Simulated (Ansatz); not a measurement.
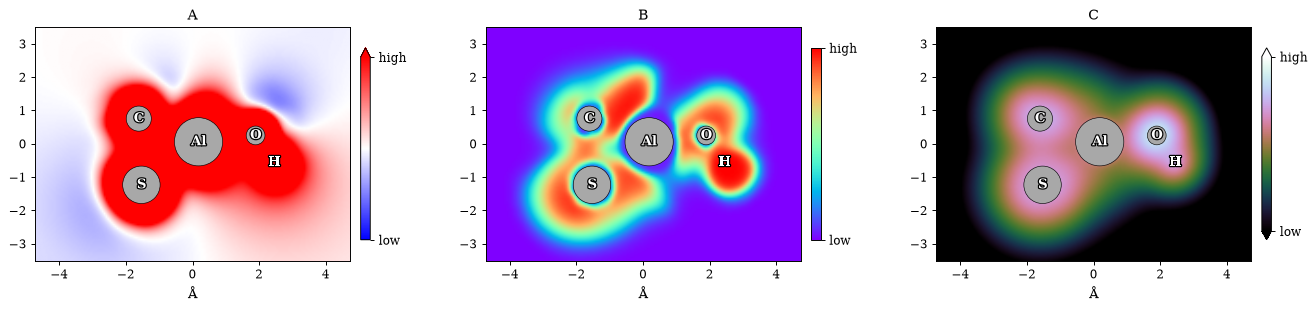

CH$_{3}$AlOS (SMILES [OH][Al]1[CH2][S]1): 3 fields on the plane of atoms C3, Al2 and S4, with unlabelled colour scales. Grey discs cover the atomic cores.

Theory: RKS revPBE-D4/6-31G* in Ansatz.

### Match the panels to the quantities (electron density, electron localisation function and electrostatic potential).

Panel A: electrostatic potential (strongly positive close to the atoms, with negative regions outside electron-rich atoms). Panel B: electron localisation function. Panel C: electron density. From the grid: Al–O (1.72 Å): the density is about 0.81 e/Å³ at the midpoint; the ELF peaks at about 0.85 in the valence shell of O, 0.6 Å from its nucleus, and is about 0.40 at the midpoint. C–Al (1.92 Å): ρ at the midpoint is about 0.68 e/Å³; the ELF peaks at about 0.90 between the atoms: a polar covalent bond.
